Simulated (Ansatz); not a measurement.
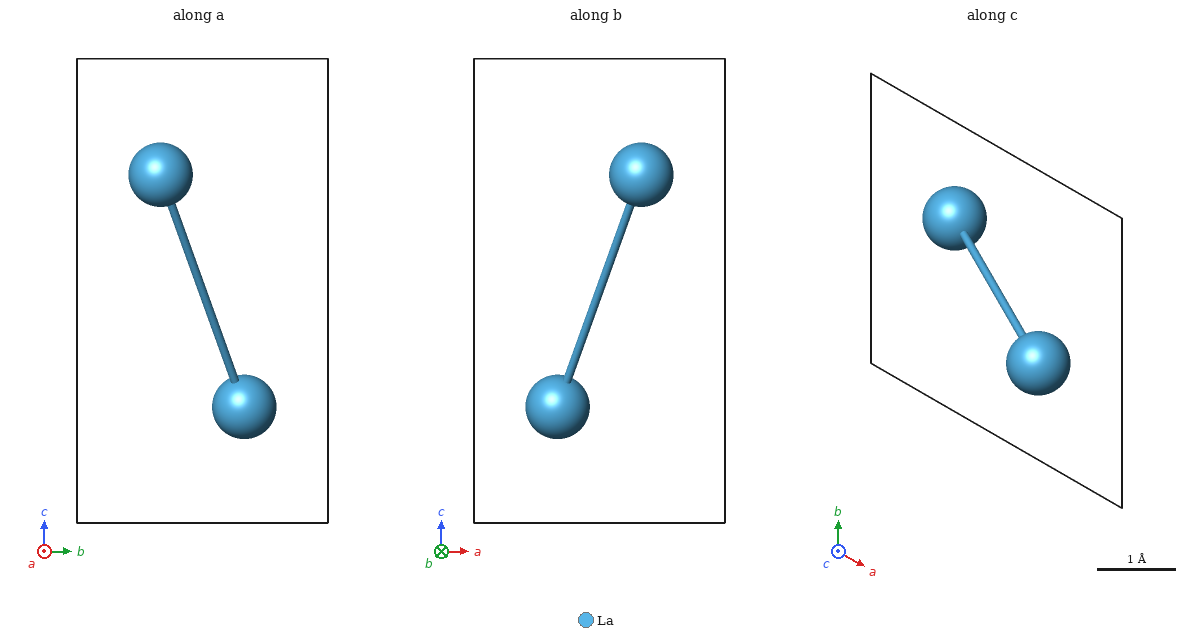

Shown here is a ball-and-stick view of the crystal, taken along the a axis, along the b axis and along the c axis. Thin lines show the conventional unit cell, with boundary atoms drawn in all their periodic places.

Lattice parameters: a = 3.7541 Å, b = 3.7541 Å, c = 6.0136 Å, α = 90.000°, β = 90.000°, γ = 120.000°.

Reconstruct the structure as a CIF in P1 with every atom of the cell.

```cif
data_structure
_symmetry_space_group_name_H-M 'P 1'
_symmetry_Int_Tables_number 1
_cell_length_a 3.7541
_cell_length_b 3.7541
_cell_length_c 6.0136
_cell_angle_alpha 90.000
_cell_angle_beta 90.000
_cell_angle_gamma 120.000
_cell_volume 73.39
loop_
_atom_site_label
_atom_site_type_symbol
_atom_site_fract_x
_atom_site_fract_y
_atom_site_fract_z
_atom_site_occupancy
La1 La 0.3333 0.6667 0.2500 1
La2 La 0.6667 0.3333 0.7500 1
```

The structure was taken from a structure type filled with this element by a generator (whether the element takes this form wasn't checked). Earlier steps of the study may have refined or changed the cell and positions. It went into a calculation with Ansatz.
